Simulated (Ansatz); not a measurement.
**Ta: stress in a strained cell**

Aim: deform Ta (zz strain of +2 %) and compute stress, forces and field gradients with LAPW, PAW and all-electron datasets made for the crystal.

Method: DFT PBEsol, scalar-relativistic, in Ansatz 0.2.0.

### 1 Starting point

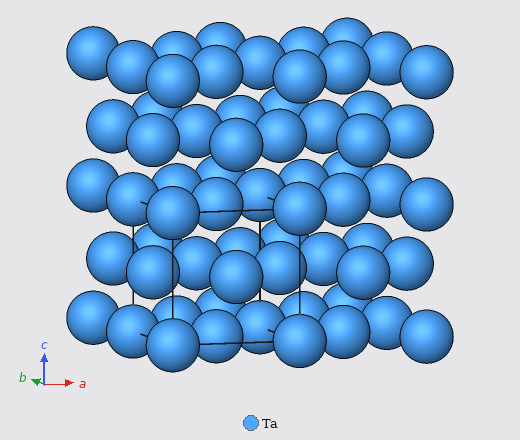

Start, viewed slightly off an axis; tantalum blue. 2×2×2 cells are drawn. Atoms on the faces are drawn again on the opposite ones. The cell drawn here is the conventional one.

Structure file:

```
CELL_PARAMETERS angstrom
0.00000 2.11000 2.11000
2.11000 0.00000 2.11000
2.11000 2.11000 0.00000
ATOMIC_POSITIONS crystal
Ta 0.00000 0.00000 0.00000
```

### 2 After the deformation

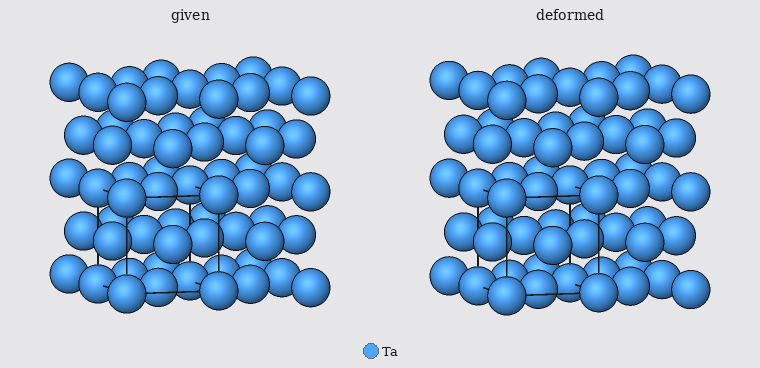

Given and deformed, at one scale.

Space group Fm-3m before, I4/mmm after.

### 3 Full-potential LAPW

input.yaml

```yaml
crystal:
  lattice:
    - [0.0, 2.11, 2.1522]
    - [2.11, 0.0, 2.1522]
    - [2.11, 2.11, 0.0]
  atoms:
    - { symbol: Ta, position: [0.0, 0.0, 0.0] }
kpoints:
  mp_grid: { grid: [17, 17, 17] }
  band_path:
    path:
      - [0.0, 0.0, 0.0]
      - [0.0, 0.5, 0.5]
      - [0.25, 0.75, 0.5]
      - [0.0, 0.5, 0.0]
      - [0.0, 0.0, 0.0]
      - [0.5, 0.5, 0.0]
      - [0.3701460977, 0.6298539023, 0.0]
      - [-0.3701460977, 0.3701460977, 0.0]
      - [0.0, 0.0, 0.0]
    npoints: 5
scf:
  occupations: { method: fermi_dirac, width: 0.05 }
hamiltonian:
  xc: pbesol
  pseudopotentials: { kind: all_electron, lapw: { basis_error: 0.001 } }
output:
  forces: true
  stress: true
  eigenvalues: true
```

On the command line:

```sh
> ansatz run input.yaml --threads 1 --pin off --max-ram 3072MiB --backend cpu --events-out ev --progress --plain --runs-dir out
```

Log (excerpt; [...] marks lines left out):

```text
LAPW: plane waves up to 7.838 Å⁻¹, error target 1.0e-3 eV per atom; small_component_spin mean_spin; Ta in spheres of 1.492 Å, 37 of its electrons in bands, Dirac shells []
[...]
Pseudopotentials: kind: all_electron
Pseudopotential: Ta, LAPW, valence charge 37, Koelling and Harmon's equation, gaussian nucleus
Functional definition: PBEsol
[...]
Crystal: 1 atoms, lattice volume = 19.164 Å³
Basis set: ecut = 234.08215810583533 eV, 169 PW (Γ), FFT grids on a1−a2, a2, a3, exchange–correlation at level 2
Bands: 23, of which v1, the nominal top of the filled ones, is band 19 counted from 1 (18 counted from 0)
Symmetry: 16 space group operations
Space group: I4/mmm (ITA 139), of the structure as read, at distance tolerance 2.7e-5 Å
k-points: 405 of 4913
[...]
SCF iter   1: F=—  HF=-424443.275291 eV  |F-HF|=—  |Δ(HF+E_count)|=         —  Δρ=2.77e-2  dr2=9.00e-2  ethr=2.42e-4  ⟨swp⟩=3.0  Hψ=58842  notcnv=0
[...]
the basis was enlarged: its passes take 268.3 KiB over the memory plan, 1 of 1 planned eigensolver slots
[...]
SCF iter   8: F=-424443.089421 eV  HF=-424443.089421 eV  |F-HF|=3.42e-8  |Δ(HF+E_count)|=   3.95e-7  Δρ=2.05e-5  dr2=7.89e-8  ethr=4.77e-9  ⟨swp⟩=2.0  Hψ=27450  notcnv=0
[...]
NSCF: frozen V_eff on 41 k-points
SCF converged after 8 iterations
Free energy (F): -424443.089421 eV
[...]
E sigma→0 (E₀):  -424443.084367 eV
Entropy (-TS):   -0.010108 eV (-10.108 meV/atom)
Fermi energy:    23.351952 eV
[...]
--- Forces (eV/Å), atoms counted from 1 ---
  atom   1  Ta    -0.00000000    -0.00000000    -0.00000000
[...]
--- Stress (GPa, compression-positive) ---
      -10.161494       0.000000       0.000000
        0.000000     -10.161494       0.000000
        0.000000       0.000000      -8.157824
  P = ⅓ Tr σ = -9.4936 GPa (-94.936 kbar)
--- Band table (eV; the first three rows and the last of 405) ---
  k-point 0: bands = ["-192.9707", "-192.9650", "-192.9476", "-192.9475", "-192.9475", "-44.2414", "-10.2649", "-10.2624", "-10.2624", "3.9556", "3.9556", "3.9573", "3.9612", "4.0121", "4.0167", "4.0167", "15.3157", "23.6263", "23.8794", "23.8794", "26.5159", "26.8754", "35.4669"]
[...]
```

Wall time 32 s (1 thread of Intel Xeon Platinum 8488C (Sapphire Rapids), shared host); peak memory 0.65 GiB.

This run gives: pressure -9.49 GPa; no gap.

### 4 Frozen-core PAW

input.yaml

```yaml
crystal:
  lattice:
    - [0.0, 2.11, 2.1522]
    - [2.11, 0.0, 2.1522]
    - [2.11, 2.11, 0.0]
  atoms:
    - { symbol: Ta, position: [0.0, 0.0, 0.0] }
kpoints:
  mp_grid: { grid: [17, 17, 17] }
scf:
  occupations: { method: fermi_dirac, width: 0.05 }
hamiltonian:
  xc: pbesol
  pseudopotentials: { kind: paw }
output:
  forces: true
  stress: true
  eigenvalues: true
  efg: { contact_densities: true }
```

On the command line:

```sh
> ansatz run input.yaml --threads 1 --pin off --max-ram 3072MiB --backend cpu --events-out ev --progress --plain --runs-dir out
```

Log (excerpt; [...] marks lines left out):

```text
Ta: output.efg is read without spin–orbit coupling, which moves field gradients at and beside such atoms by some per cent and up to a factor of two; PAW files take it under magnetization.noncollinear and magnetization.spin_orbit
[...]
Pseudopotentials: kind: paw
Pseudopotential: Ta, paw, valence charge 13, recommended cutoff 420 eV (normal)
[... 1 set-up line as earlier in the session ...]
[...]
Crystal: 1 atoms, lattice volume = 19.164 Å³
Basis set: ecut = 420 eV, 347 PW (Γ), exchange–correlation on 48×48×40 points (8 copies of the dense FFT grid, shifted against one another)
Bands: 11, of which v1, the nominal top of the filled ones, is band 7 counted from 1 (6 counted from 0)
[... 2 set-up lines as earlier in the session ...]
k-points: 405 of 4913
[...]
SCF converged after 6 iterations
Free energy (F): -9806.211651 eV
[...]
E sigma→0 (E₀):  -9806.206603 eV
Entropy (-TS):   -0.010095 eV (-10.095 meV/atom)
Fermi energy:    17.556252 eV
[...]
--- Forces (eV/Å), atoms counted from 1 ---
  atom   1  Ta     0.00000000     0.00000000     0.00000000
[...]
--- Stress (GPa, compression-positive) ---
      -10.191767       0.000000       0.000000
        0.000000     -10.191767      -0.000000
        0.000000      -0.000000      -8.210453
  P = ⅓ Tr σ = -9.5313 GPa (-95.313 kbar)
--- PAW observables at the nuclei: V_zz in 10²¹ V/m², potentials from the cell's mean, atoms counted from 1 ---
  atom   1  Ta V_zz =    -2.382818   η = 0.0000   by run symmetry: allowed
            electrostatic potential = -14499.708235 V   contact ρ = 8144257.824679 e/Å³
--- Band table (eV; the first three rows and the last of 405) ---
  k-point 0: bands = ["-50.0342", "-16.0546", "-16.0523", "-16.0523", "9.5223", "17.8335", "18.0867", "18.0867", "20.7236", "21.0828", "29.6974"]
[...]
```

Wall time 4.4 s (1 thread of Intel Xeon Platinum 8488C (Sapphire Rapids), shared host); peak memory 0.44 GiB.

Result: pressure -9.53 GPa; no gap; Vzz Ta -2.38 (η = 0.00) (10²¹ V/m²).

### 5 Datasets made for this crystal

Edit input.yaml of step 4 so:

```diff
@@ -13,3 +13,3 @@
   xc: pbesol
-  pseudopotentials: { kind: paw }
+  pseudopotentials: { kind: all_electron, datasets: crystal }
 output:
```

On the command line:

```sh
> ansatz run input.yaml --threads 1 --pin off --max-ram 3072MiB --backend cpu --events-out ev --progress --plain --runs-dir out
```

Log (excerpt; [...] marks lines left out):

```text
[...]
Ta: output.efg is read without spin–orbit coupling, which moves field gradients at and beside such atoms by some per cent and up to a factor of two; PAW files take it under magnetization.noncollinear and magnetization.spin_orbit
[...]
[... 1 set-up line as earlier in the session ...]
Pseudopotential: Ta, paw, valence charge 27, recommended cutoff 240 eV (normal), Koelling and Harmon's equation, gaussian nucleus
[... 1 set-up line as earlier in the session ...]
[...]
Crystal: 1 atoms, lattice volume = 19.164 Å³
Basis set: ecut = 240 eV, 169 PW (Γ), exchange–correlation on 32×32×32 points (8 copies of the dense FFT grid, shifted against one another)
Bands: 11, of which v1, the nominal top of the filled ones, is band 7 counted from 1 (6 counted from 0)
[... 2 set-up lines as earlier in the session ...]
k-points: 405 of 4913
[...]
Fermi energy:    23.351926 eV
[...]
  The terms above E_closure are by the made datasets' own strengths, without shells solved beside the bands.
--- Forces (eV/Å), atoms counted from 1 ---
  atom   1  Ta     0.00000000     0.00000000     0.00000000
[...]
--- Stress (GPa, compression-positive) ---
      -10.163441       0.000000       0.000000
        0.000000     -10.163441       0.000000
        0.000000       0.000000      -8.159513
  P = ⅓ Tr σ = -9.4955 GPa (-94.955 kbar)
  It holds what live shells' own plane waves past their cutoff add
--- PAW observables at the nuclei: V_zz in 10²¹ V/m², potentials from the cell's mean, atoms counted from 1 ---
  atom   1  Ta V_zz =    -2.285732   η = 0.0000   by run symmetry: allowed
            electrostatic potential = -14496.951674 V   contact ρ = 8140279.048766 e/Å³
--- Band table (eV; the first three rows and the last of 405) ---
  k-point 0: bands = ["-44.2414", "-10.2650", "-10.2623", "-10.2623", "15.3157", "23.6263", "23.8793", "23.8793", "26.5160"]
[...]
```

It took 26 s on 1 thread of Intel Xeon Platinum 8488C (Sapphire Rapids), shared host; peak memory 0.89 GiB.

In short: pressure -9.50 GPa; no gap; Vzz Ta -2.29 (η = 0.00) (10²¹ V/m²).

### 6 Side by side

Stress (GPa, compression positive):

| method | xx | yy | zz | yz | xz | xy |
| --- | --- | --- | --- | --- | --- | --- |
| LAPW | -10.16 | -10.16 | -8.16 | 0.00 | 0.00 | 0.00 |
| PAW | -10.19 | -10.19 | -8.21 | 0.00 | 0.00 | 0.00 |
| crystal datasets | -10.16 | -10.16 | -8.16 | 0.00 | 0.00 | 0.00 |

| method | pressure (GPa) | Vzz Ta (10²¹ V/m²) | SCF cycles, all passes |
| --- | --- | --- | --- |
| LAPW | -9.49 | – | 8 |
| PAW | -9.53 | -2.38 | 6 |
| crystal datasets | -9.50 | -2.29 | 7 |

### 7 Outcome

| quantity | value |
| --- | --- |
| pressure | LAPW -9.49, PAW -9.53, crystal datasets -9.50 GPa |
| largest shear or deviatoric stress (LAPW) | 1.34 GPa |

The largest part of the stress beyond the pressure is 1.34 GPa in size, in the zz component. No run of the undeformed cell stands beside it, so the pressure holds what the given cell had before the change. PAW: stress within 0.05 GPa of LAPW. Crystal datasets: stress within 0.01 GPa of LAPW. Spin-orbit coupling is left out, though the cell holds Ta; in elements this heavy it can shift bands and gaps by tenths of an eV.
